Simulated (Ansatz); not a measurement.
Nudged elastic band, with input and output: CH3ClF2Ti

- system: CH3ClF2Ti
- method: RKS BLYP-D4/def2-SVP (Ansatz 0.2.0)

One setting was made poor on purpose. It belongs to a series of runs on one base structure; here: band between the two ends. Figures and captions count atoms from 1; the log counts them from 0 in places.

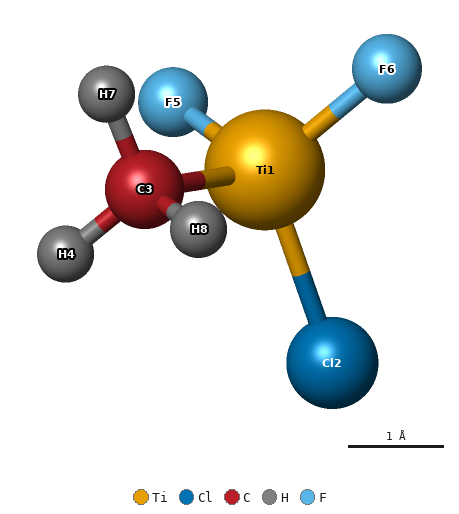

**Figure 1.** The starting structure (ball-and-stick view, seen at a tilt; atoms are numbered from 1 in the order of the input). Sticks mark near contacts. Bond lengths as drawn: Cl–Ti 2.21 Å, C–H 1.11 Å, C–Ti 2.06 Å and F–Ti 1.75 Å.

## Summary

```json
{"quantity": "outcome", "value": "converged"}
{"quantity": "barrier, forward", "value": "0.039 eV"}
{"quantity": "barrier, backward", "value": "0.039 eV"}
{"quantity": "hardware", "value": "2 threads of Intel Xeon (Sapphire Rapids), 16 GiB of memory available, shared host"}
{"quantity": "wall time", "value": "23 s (CPU time 45 s)"}
{"quantity": "peak memory", "value": "0.19 GiB"}
```

## Remarks

A deliberately poor setting: few images. The order of the saddle point was not checked.

## Input
```yaml
crystal:
  periodic: [false, false, false]
  atoms:
    - { symbol: Ti, position_ang: [0.088015, 0.52228, 0.811089] }
    - { symbol: Cl, position_ang: [2.041204, -0.120153, 1.614304] }
    - { symbol: C, position_ang: [-0.194979, -0.540302, -0.930097] }
    - { symbol: H, position_ang: [0.63927, -0.319171, -1.627585] }
    - { symbol: F, position_ang: [0.05932, 2.213329, 0.349515] }
    - { symbol: F, position_ang: [-1.254097, 0.096214, 1.855407] }
    - { symbol: H, position_ang: [-1.161611, -0.228038, -1.379753] }
    - { symbol: H, position_ang: [-0.217024, -1.624058, -0.692878] }
basis:
  gaussian: { orbitals: def2-SVP }
hamiltonian:
  xc: blyp
  dispersion: d4
neb:
  order_check: false
  images: 1
  f_tol: 0.03
  max_iterations: 60
  climbing: false
  final_atoms:
    - { symbol: Ti, position_ang: [0.07674484, 0.4974913, 0.82965764] }
    - { symbol: Cl, position_ang: [2.23778897, 0.3944727, 1.26630585] }
    - { symbol: C, position_ang: [-0.19343142, -0.53851429, -0.92921203] }
    - { symbol: H, position_ang: [0.14466578, -1.58677254, -0.78647853] }
    - { symbol: F, position_ang: [-0.48538136, 2.1276359, 0.51412595] }
    - { symbol: F, position_ang: [-0.90695231, -0.32617709, 2.02414451] }
    - { symbol: H, position_ang: [0.40106737, -0.05088508, -1.73065895] }
    - { symbol: H, position_ang: [-1.27440386, -0.5171499, -1.18788246] }
  initial_path:
    images:
      - { positions_ang: [[0.088015, 0.52228, 0.811089], [2.041204, -0.120153, 1.614304], [-0.194979, -0.540302, -0.930097], [0.63927, -0.319171, -1.627585], [0.05932, 2.213329, 0.349515], [-1.254097, 0.096214, 1.855407], [-1.161611, -0.228038, -1.379753], [-0.217024, -1.624058, -0.692878]] }
      - { positions_ang: [[-0.41537033, 0.72546347, 0.80267888], [2.30122437, -0.22776643, 0.69685252], [-0.32942658, -0.47418512, -0.78913654], [1.0050516, -0.62548166, -0.43313455], [-0.28525872, 2.30069196, 0.20540185], [-1.07233768, -0.2076853, 2.04692087], [-0.38260942, -0.0402996, -1.79120921], [-0.82117525, -1.45063632, -0.73837182]] }
      - { positions_ang: [[0.07674484, 0.4974913, 0.82965764], [2.23778897, 0.3944727, 1.26630585], [-0.19343142, -0.53851429, -0.92921203], [0.14466578, -1.58677254, -0.78647853], [-0.48538136, 2.1276359, 0.51412595], [-0.90695231, -0.32617709, 2.02414451], [0.40106737, -0.05088508, -1.73065895], [-1.27440386, -0.5171499, -1.18788246]] }
```

Run as:
```bash
ansatz run input.yaml --threads 2 --pin off --max-ram 3072MiB --backend cpu --events-out ev --progress --plain --runs-dir out
```

## The program's output
```
Engine: ansatz 0.2.0, x86_64-unknown-linux-gnu
Functional definition: BLYP
  parameter beta = 0.0042
  parameter a = 0.04918
  parameter b = 0.132
  parameter c = 0.2533
  parameter d = 0.349
  exchange = b88_x(beta = beta)
  correlation = lyp_c(a = a, b = b, c = c, d = d)
1203 factors; their error is unknown
mean field evaluation 1: about -42138.5150 eV, gradient 7.8e1 eV
mean field evaluation 2: about -41790.2011 eV, gradient 4.2e2 eV
mean field evaluation 4: about -42142.1484 eV, gradient 6.8e1 eV
mean field evaluation 8: about -42151.5374 eV, gradient 5.9e-1 eV
mean field evaluation 16: about -42151.4906 eV, gradient 9.0e-4 eV
mean field -42151.49055645 eV, -1549.0387066430 hartree, gradient 2.7e-5 eV, S^2 0.000000; 0 other end points of the search recorded, 0 dependent functions left out
the calculation of the forces begins
reference -42151.49101770 eV, -1549.0387235936 hartree; 33, 33 occupied and 73, 73 virtual orbitals, 1203 factors
1203 factors; their error is unknown
mean field evaluation 32: about -42151.4904 eV, gradient 1.5e-2 eV
mean field -42151.49035360 eV, -1549.0386991886 hartree, gradient 2.7e-5 eV, S^2 0.000000; 0 other end points of the search recorded, 0 dependent functions left out
[... from here on the field's lines of each further geometry are left out, up to the last ...]
NEB iter   1: max|band force component| = 3.638e0 eV/Å  barrier→ = 2.9915 eV  barrier← = 2.9916 eV  Δτ_max = 0.1935 Å  (109 SCF iters)
NEB iter   2: max|band force component| = 2.659e0 eV/Å  barrier→ = 2.0645 eV  barrier← = 2.0646 eV  Δτ_max = 0.1970 Å  (38 SCF iters)
NEB iter   3: max|band force component| = 1.285e0 eV/Å  barrier→ = 1.1192 eV  barrier← = 1.1193 eV  Δτ_max = 0.2000 Å  (38 SCF iters)
NEB iter   4: max|band force component| = 2.261e0 eV/Å  barrier→ = 0.8207 eV  barrier← = 0.8208 eV  Δτ_max = 0.0994 Å  (39 SCF iters)
NEB iter   5: max|band force component| = 9.958e-1 eV/Å  barrier→ = 0.5472 eV  barrier← = 0.5472 eV  Δτ_max = 0.1921 Å  (38 SCF iters)
NEB iter   6: max|band force component| = 8.477e-1 eV/Å  barrier→ = 0.3058 eV  barrier← = 0.3059 eV  Δτ_max = 0.1974 Å  (39 SCF iters)
NEB iter   7: max|band force component| = 3.637e-1 eV/Å  barrier→ = 0.1474 eV  barrier← = 0.1475 eV  Δτ_max = 0.1963 Å  (38 SCF iters)
NEB iter   8: max|band force component| = 2.222e-1 eV/Å  barrier→ = 0.0592 eV  barrier← = 0.0593 eV  Δτ_max = 0.1259 Å  (39 SCF iters)
NEB iter   9: max|band force component| = 2.720e-1 eV/Å  barrier→ = 0.0435 eV  barrier← = 0.0436 eV  Δτ_max = 0.0219 Å  (32 SCF iters)
NEB iter  10: max|band force component| = 8.435e-2 eV/Å  barrier→ = 0.0401 eV  barrier← = 0.0402 eV  Δτ_max = 0.0174 Å  (33 SCF iters)
NEB iter  11: max|band force component| = 5.673e-2 eV/Å  barrier→ = 0.0392 eV  barrier← = 0.0393 eV  Δτ_max = 0.0061 Å  (34 SCF iters)
the calculation of the forces begins
reference -42151.45356430 eV, -1549.0373472066 hartree; 33, 33 occupied and 73, 73 virtual orbitals, 1203 factors
1203 factors; their error is unknown
mean field -42151.45310504 eV, -1549.0373303290 hartree, gradient 1.9e-5 eV, S^2 0.000000; 1 other end points of the search recorded, 0 dependent functions left out
the calculation of the forces begins
reference -42151.45356430 eV, -1549.0373472066 hartree; 33, 33 occupied and 73, 73 virtual orbitals, 1203 factors
NEB iter  12: max|band force component| = 1.076e-2 eV/Å  barrier→ = 0.0389 eV  barrier← = 0.0390 eV  Δτ_max = 0.0000 Å  (66 SCF iters)
```

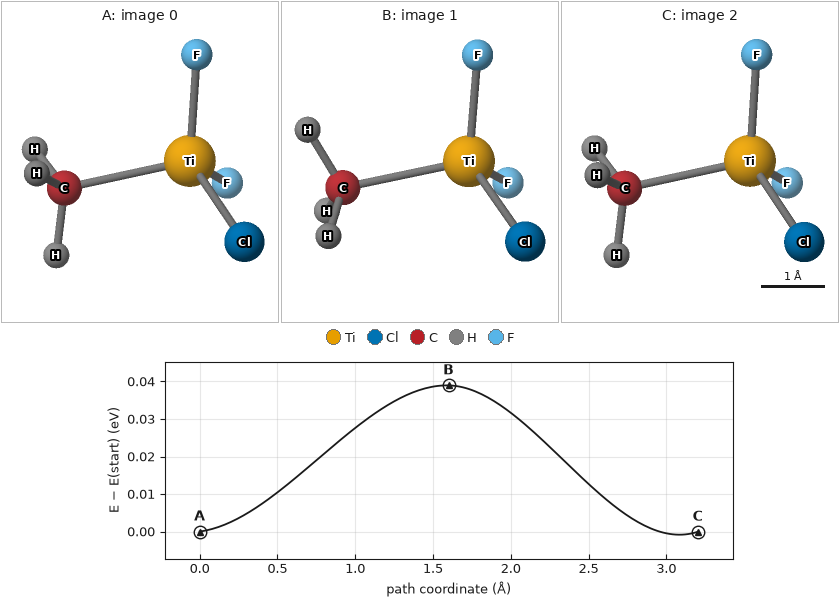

**Figure 2.** Images of the last band (counted from 0; ball-and-stick, seen at a tilt) above the energy along the path; the line is a cubic interpolation that uses the forces. The highest image is number 1, 0.039 eV above the start and 0.039 eV above the end; start and end have the same energy. The path is 3.20 Å long. The band converged in 12 iterations.

```
Total energy: -42151.81739476 eV, -1549.0507177295 hartree
Atom 0 at     0.094242     0.549574     0.785582 Å, force    -0.010769     0.005432     0.002708 eV/Å
Atom 1 at     2.210276     0.319945     1.374889 Å, force     0.000886     0.000088     0.000098 eV/Å
Atom 2 at    -0.210024    -0.602528    -0.906779 Å, force    -0.004712     0.007563     0.007916 eV/Å
Atom 3 at     0.738479    -1.110370    -1.175028 Å, force     0.005726    -0.005787    -0.004178 eV/Å
Atom 4 at    -0.295824     2.199178     0.338775 Å, force     0.001689    -0.010630     0.003356 eV/Å
Atom 5 at    -1.005550    -0.062340     2.005826 Å, force     0.006909     0.004339    -0.007533 eV/Å
Atom 6 at    -0.534898     0.060841    -1.734896 Å, force     0.000164    -0.001374    -0.000622 eV/Å
Atom 7 at    -0.996604    -1.354198    -0.688367 Å, force     0.000107     0.000368    -0.001744 eV/Å
Dipole moment:    -0.064997    -0.146630    -0.226554 e Å
this run last wrote the band of iteration 12 to [file]
```

## The last band as extended XYZ (Å, eV, eV/Å)
```
8
Properties=species:S:1:pos:R:3:forces:R:3 image=0 energy=-42151.85588
Ti    0.0880    0.5223    0.8111   -0.0066   0.0132   0.0163
Cl    2.0412   -0.1202    1.6143   -0.0013  -0.0042  -0.0078
C    -0.1950   -0.5403   -0.9301   -0.0003   0.0055   0.0059
H     0.6393   -0.3192   -1.6276    0.0052   0.0023  -0.0062
F     0.0593    2.2133    0.3495   -0.0010  -0.0099  -0.0005
F    -1.2541    0.0962    1.8554    0.0039   0.0026  -0.0099
H    -1.1616   -0.2280   -1.3798   -0.0010  -0.0005   0.0005
H    -0.2170   -1.6241   -0.6929    0.0011  -0.0090   0.0016
8
Properties=species:S:1:pos:R:3:forces:R:3 image=1 energy=-42151.81694
Ti    0.0942    0.5496    0.7856   -0.0108   0.0054   0.0027
Cl    2.2103    0.3199    1.3749    0.0009   0.0001   0.0001
C    -0.2100   -0.6025   -0.9068   -0.0047   0.0076   0.0079
H     0.7385   -1.1104   -1.1750    0.0057  -0.0058  -0.0042
F    -0.2958    2.1992    0.3388    0.0017  -0.0106   0.0034
F    -1.0055   -0.0623    2.0058    0.0069   0.0043  -0.0075
H    -0.5349    0.0608   -1.7349    0.0002  -0.0014  -0.0006
H    -0.9966   -1.3542   -0.6884    0.0001   0.0004  -0.0017
8
Properties=species:S:1:pos:R:3:forces:R:3 image=2 energy=-42151.85595
Ti    0.0767    0.4975    0.8297   -0.0041   0.0009   0.0009
Cl    2.2378    0.3945    1.2663    0.0033   0.0003   0.0006
C    -0.1934   -0.5385   -0.9292   -0.0038  -0.0094  -0.0158
H     0.1447   -1.5868   -0.7865   -0.0078   0.0217  -0.0050
F    -0.4854    2.1276    0.5141    0.0004  -0.0016   0.0008
F    -0.9070   -0.3262    2.0241    0.0007   0.0012  -0.0010
H     0.4011   -0.0509   -1.7307   -0.0132  -0.0119   0.0157
H    -1.2744   -0.5171   -1.1879    0.0245  -0.0013   0.0037
```
